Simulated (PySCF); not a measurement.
```json
{"atom": "C", "x (Å)": "-2.6749", "y (Å)": "0.4872", "z (Å)": "0.3214"}
{"atom": "B", "x (Å)": "-1.5004", "y (Å)": "-0.4769", "z (Å)": "-0.0644"}
{"atom": "C", "x (Å)": "-0.0372", "y (Å)": "0.0424", "z (Å)": "-0.0280"}
{"atom": "C", "x (Å)": "1.0409", "y (Å)": "-0.7280", "z (Å)": "-0.2308"}
{"atom": "Si", "x (Å)": "2.8344", "y (Å)": "-0.1812", "z (Å)": "-0.1855"}
{"atom": "Br", "x (Å)": "2.8850", "y (Å)": "1.9911", "z (Å)": "0.2777"}
{"atom": "H", "x (Å)": "-2.9738", "y (Å)": "1.0238", "z (Å)": "-0.5822"}
{"atom": "H", "x (Å)": "-2.3936", "y (Å)": "1.2500", "z (Å)": "1.0450"}
{"atom": "H", "x (Å)": "-3.5660", "y (Å)": "-0.0208", "z (Å)": "0.6829"}
{"atom": "H", "x (Å)": "-1.7089", "y (Å)": "-1.5786", "z (Å)": "-0.4104"}
{"atom": "H", "x (Å)": "0.1365", "y (Å)": "1.0939", "z (Å)": "0.1870"}
{"atom": "H", "x (Å)": "0.8829", "y (Å)": "-1.7806", "z (Å)": "-0.4400"}
{"atom": "H", "x (Å)": "3.4866", "y (Å)": "-0.3066", "z (Å)": "-1.4828"}
{"atom": "H", "x (Å)": "3.5882", "y (Å)": "-0.8160", "z (Å)": "0.8880"}
```

Geometry: GFN2-xTB.

Theory: CAM-B3LYP/def2-SVPD, SCF density, gas phase in PySCF.

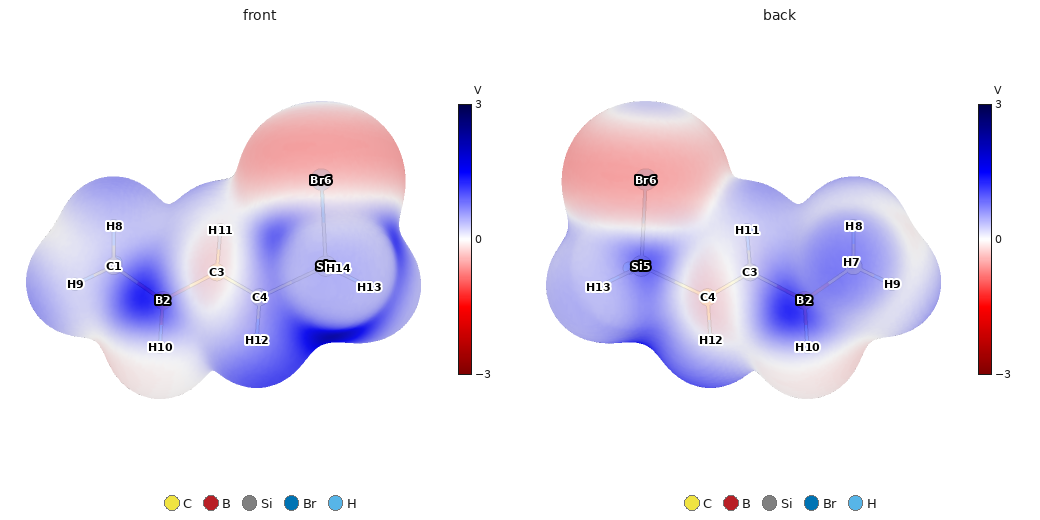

C3H8BBrSi (SMILES CB/C=C/[SiH2]Br). The molecular electrostatic potential painted on the density surface at 0.002 e/bohr³, seen from the front and from behind; red is negative and blue positive.

Question: Where is the surface potential most negative and most positive?

Answer: The most negative region (about −0.5 V, or −12 kcal/mol for a unit charge) lies over Br6, the most positive (about +2.0 V, or +46 kcal/mol for a unit charge) over Si5. Br6 shows a σ-hole: about +0.3 V at the tip opposite its bond, against about −0.4 V, or −9 kcal/mol for a unit charge on its flanks.

Question: What dipole moment does the calculation give?

Answer: Its dipole moment is 1.49 D.
